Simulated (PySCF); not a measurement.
C$_{4}$H$_{4}$, SMILES `C#CC=C`.

PySCF calculation, 6-311+G** basis, gas phase; geometry: GFN2-xTB. No frequency check shows the geometry to be a minimum.

Cartesian coordinates (Å):

```
C1      -1.8861    0.1790    0.0000
C2      -0.7241   -0.1244    0.0000
C3       0.6366   -0.4977    0.0000
C4       1.6339    0.3789    0.0000
H5      -2.9003    0.4471    0.0000
H6       0.8242   -1.5648    0.0000
H7       1.4513    1.4407    0.0000
H8       2.6629    0.0625    0.0000
```

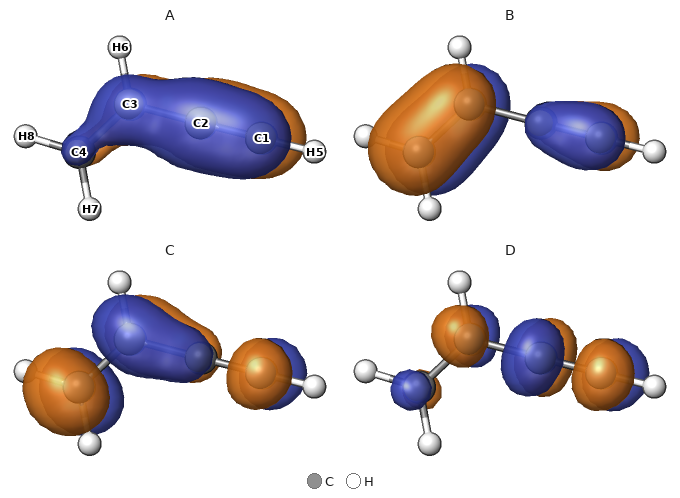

Natural orbitals of the π active space, CASSCF(4,4), singlet state, in order of falling occupation. The active space holds only one of the two perpendicular π systems.

Q: What are the natural occupation numbers?

A: A 1.95, B 1.90, C 0.10, D 0.05.

Q: How multiconfigurational is the state?

A: The leading determinant weighs 0.93; the effective number of unpaired electrons, Σ n²(2−n)², is 0.09; the most occupied of the weakly occupied orbitals holds 0.10 e, as in an ordinary closed-shell π system. The active space lowers the energy by 1.37 eV against Hartree–Fock.

Q: Where does the lowest triplet lie relative to the singlet, at this geometry and within this active space?

A: 3.88 eV above it by strongly contracted NEVPT2 (+3.75 eV by CASSCF); a small basis tends to put such gaps a few tenths of an eV too high. This is a vertical energy for π states alone; a state that uses lone pairs or σ orbitals may lie lower.
